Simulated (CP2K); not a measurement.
# SiN2H4Cl2 (SMILES N[Si](N)(Cl)Cl) at GFN2-xTB

Aim: the vertical ionisation energy of SiN2H4Cl2 at GFN2-xTB, from 2 runs. 

The results are computed with CP2K 2026.2.

1 further run of the same task is left out (set aside as unsound or not needed).

### Step 1. The system as given

The species is SiN2H4Cl2 (9 atoms), meant as a singlet with charge 0. As SMILES, `N[Si](N)(Cl)Cl`. The coordinates come from a GFN2-xTB relaxation. This is one conformer, not always the lowest.

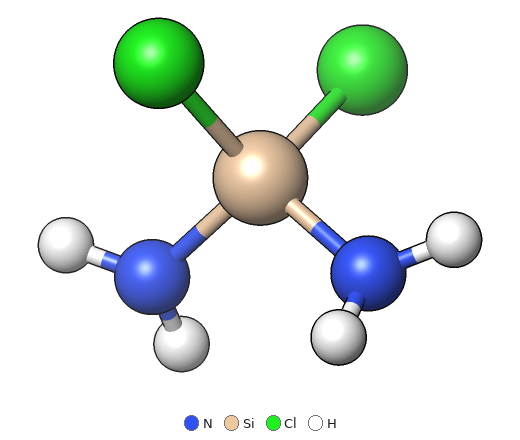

Viewed from a chosen angle; nitrogen blue, silicon light orange, chlorine green, hydrogen white.

### Step 2. A single-point energy at GFN2-xTB

job.inp reads:

```
&GLOBAL
  PROJECT job
  RUN_TYPE ENERGY
  PRINT_LEVEL MEDIUM
&END GLOBAL

&FORCE_EVAL
  METHOD Quickstep
  &DFT
    &QS
      METHOD XTB
      EPS_DEFAULT 1.0E-10
      &XTB
        GFN_TYPE TBLITE
        &TBLITE
          METHOD GFN2
        &END TBLITE
        CHECK_ATOMIC_CHARGES F
      &END XTB
    &END QS
    &POISSON
      PERIODIC NONE
      POISSON_SOLVER ANALYTIC
    &END POISSON
    &SCF
      SCF_GUESS ATOMIC
      EPS_SCF 1.0E-07
      MAX_SCF 150
      ADDED_MOS 8
      &DIAGONALIZATION
        ALGORITHM STANDARD
      &END DIAGONALIZATION
      &MIXING
        METHOD DIRECT_P_MIXING
        ALPHA 0.4
      &END MIXING
      &SMEAR ON
        METHOD FERMI_DIRAC
        ELECTRONIC_TEMPERATURE [K] 300
      &END SMEAR
    &END SCF
    &PRINT
      &MOMENTS
        PERIODIC F
        REFERENCE COM
        MAX_MOMENT 1
      &END MOMENTS
      &MO ON
        ENERGIES T
        OCCUPATION_NUMBERS T
        NDIGITS 6
        &EACH
          QS_SCF 0
        &END EACH
        ADD_LAST NUMERIC
      &END MO
      &HIRSHFELD OFF
      &END HIRSHFELD
    &END PRINT
  &END DFT
  &SUBSYS
    &CELL
      ABC 15.2 15.5 15.4
      PERIODIC NONE
    &END CELL
    &COORD
      UNIT bohr
      N      0.0105825     2.5961624    -0.9716972
      Si    -0.1576976    -0.6268600    -0.6984806
      N      0.3095182    -1.2785509     2.4405813
      Cl    -3.5326918    -2.2169322    -1.5589296
      Cl     2.4932858    -1.9792613    -3.1079759
      H     -1.1322294     3.6862132     0.0849621
      H      0.3600495     3.4026598    -2.6572573
      H     -0.2220617    -2.9550970     3.1624189
      H      1.8712257    -0.6283528     3.3063593
    &END COORD
    &TOPOLOGY
      &CENTER_COORDINATES
      &END CENTER_COORDINATES
    &END TOPOLOGY
  &END SUBSYS
&END FORCE_EVAL
```

On the command line:

```
$ OMP_NUM_THREADS=1 cp2k.psmp -i job.inp -o job.out
```

What it wrote:

```text
CP2K| version string:                                       CP2K version 2026.2
[...]
 GLOBAL| Method name                                                        CP2K
[...]
 GLOBAL| Run type                                                         ENERGY
[...]
                             - Atoms:                                          9
[...]
                             - Spherical basis functions:                     39
[...]
 Number of electrons:                                                         32
[...]
  *** SCF run converged in    23 steps ***
[...]
  Fermi energy:                                                -0.17470627252284
[...]
 TB_DIPOLE| Moment [Debye]          0.49063846       1.97633351       2.18799942
 TB_DIPOLE| Derivative [a.u.]       0.00000000       0.00000000       0.00000000
[...]
 ENERGY| Total FORCE_EVAL ( QS ) energy [hartree]            -18.828796293662990
[...]
```

It took 1.4 s on 1 thread of AMD EPYC 7R43 (Zen 3), shared host; peak memory 0.18 GiB.

### Step 3. The doublet cation, same level

run.inp reads:

```
&GLOBAL
  PROJECT_NAME run
  RUN_TYPE ENERGY
  PRINT_LEVEL MEDIUM
&END

&FORCE_EVAL
  METHOD QUICKSTEP
  &DFT
    CHARGE 1
    MULTIPLICITY 2
    LSD T
    &QS
      METHOD XTB
      EPS_DEFAULT 1.0E-10
      &XTB
        GFN_TYPE TBLITE
        &TBLITE
          METHOD GFN2
        &END
        CHECK_ATOMIC_CHARGES F
      &END
    &END
    &POISSON
      PERIODIC NONE
      POISSON_SOLVER ANALYTIC
    &END
    &SCF
      SCF_GUESS ATOMIC
      EPS_SCF 1.0E-07
      MAX_SCF 150
      ADDED_MOS 8
      &DIAGONALIZATION
        ALGORITHM STANDARD
      &END
      &MIXING
        METHOD DIRECT_P_MIXING
        ALPHA 0.4
      &END
      &SMEAR ON
        METHOD FERMI_DIRAC
        ELECTRONIC_TEMPERATURE [K] 300
      &END
    &END
    &PRINT
      &MOMENTS
        PERIODIC F
        REFERENCE COM
        MAX_MOMENT 1
      &END
      &MO ON
        ENERGIES T
        OCCUPATION_NUMBERS T
        NDIGITS 6
        &EACH
          QS_SCF 0
        &END
        ADD_LAST NUMERIC
      &END
      &HIRSHFELD OFF
      &END
    &END
  &END
  &SUBSYS
    &CELL
      ABC [angstrom] 15.2 15.5 15.4
      PERIODIC NONE
    &END
    &COORD
      UNIT bohr
      N      0.0105825     2.5961624    -0.9716972
      Si    -0.1576976    -0.6268600    -0.6984806
      N      0.3095182    -1.2785509     2.4405813
      Cl    -3.5326918    -2.2169322    -1.5589296
      Cl     2.4932858    -1.9792613    -3.1079759
      H     -1.1322294     3.6862132     0.0849621
      H      0.3600495     3.4026598    -2.6572573
      H     -0.2220617    -2.9550970     3.1624189
      H      1.8712257    -0.6283528     3.3063593
    &END
    &TOPOLOGY
      &CENTER_COORDINATES
      &END
    &END
  &END
&END
```

On the command line:

```
$ OMP_NUM_THREADS=1 cp2k.psmp -i run.inp -o run.out
```

What it wrote:

```text
CP2K| version string:                                       CP2K version 2026.2
[...]
 GLOBAL| Method name                                                        CP2K
[...]
 GLOBAL| Run type                                                         ENERGY
[...]
                             - Atoms:                                          9
[...]
                             - Spherical basis functions:                     39
[...]
 Number of electrons:                                                         16
[...]
  *** SCF run converged in    49 steps ***
[...]
  Fermi energy:                                                -0.61230317903406
[...]
 TB_DIPOLE| Moment [Debye]          0.71608984       2.86694438       3.18154389
 TB_DIPOLE| Derivative [a.u.]       0.00000000       0.00000000       0.00000000
[...]
 ENERGY| Total FORCE_EVAL ( QS ) energy [hartree]            -18.318373106925677
[...]
```

It took 1.6 s on 1 thread of AMD EPYC 7R43 (Zen 3), shared host; peak memory 0.18 GiB.

### Step 4. What came out

Level: GFN2-xTB.

```
                                                    quantity         value
                             singlet SiN2H4Cl2: total energy  -18.82880 Eh
singlet SiN2H4Cl2: dipole moment (from atomic charges alone)        2.99 D
                              singlet SiN2H4Cl2: HOMO energy     -11.11 eV
                              singlet SiN2H4Cl2: LUMO energy      -3.88 eV
                            singlet SiN2H4Cl2: HOMO–LUMO gap       7.23 eV
                                doublet cation: total energy  -18.31837 Eh
          doublet cation: HOMO energy (highest over α and β)     -16.68 eV
           doublet cation: LUMO energy (lowest over α and β)     -16.65 eV
          vertical ionisation energy (to the doublet cation)     13.889 eV
```

What this shows: Removing an electron at fixed nuclei costs 13.89 eV (320 kcal/mol). xTB total energies overstate such differences by several eV unless an empirical shift is taken off; none is applied here. The dipole (singlet SiN2H4Cl2) comes from point charges on the atoms alone, without atomic dipoles, so it is partial.
